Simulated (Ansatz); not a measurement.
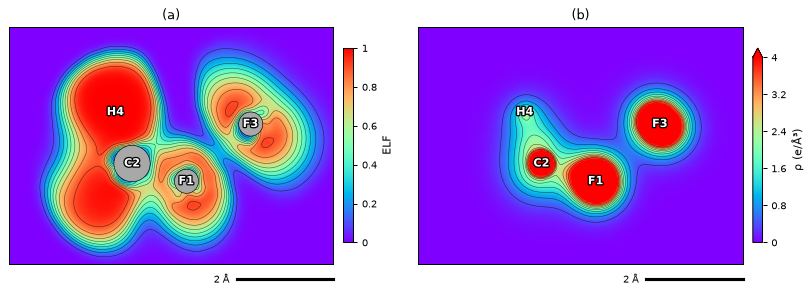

The picture shows: CHF₂ (charge +1). (a) electron localisation function; (b) electron density on the molecular plane. Grey discs cover the atomic cores in the ELF map.

Geometry: PBE0-D4/def2-TZVP; at this geometry the atoms fall into two loosely joined parts.

These are results of RKS PBE0-D4/def2-TZVPP in Ansatz, not measurements.

Q: What does the map show?

A: The section cuts through F, C and H sites. C–F (1.19 Å): ρ is about 3.5 e/Å³ halfway; the ELF peaks at about 0.85 between the atoms, as expected for a short, strongly polar bond. C–H (1.12 Å): the density is about 2.1 e/Å³ at the midpoint; the ELF is about 1 at the midpoint: an ordinary covalent bond to hydrogen. The ELF also peaks beside F1 and C2, away from the bonds: lone-pair regions.
